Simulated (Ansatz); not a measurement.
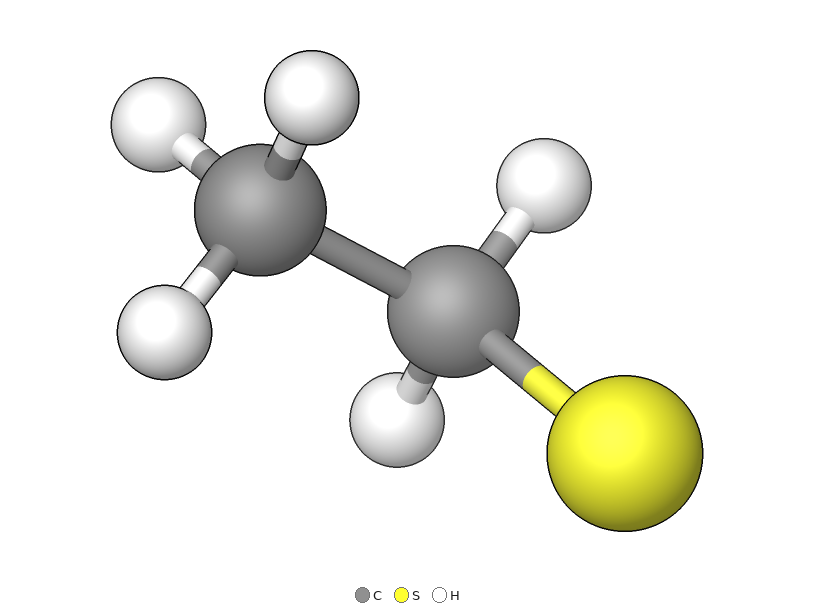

The species has charge −1 and is a spin singlet. The computed structure is the end point of a PBE0-D4/def2-TZVPD optimisation. No frequency run is at hand to confirm it as a minimum. Properties computed with RKS PBE0-D4/def2-TZVPD (Ansatz 0.2.0).

Computed properties:

The species is C₂H₅S⁻ (`CC[S-]`).
- dispersion correction: −12.2 kJ/mol
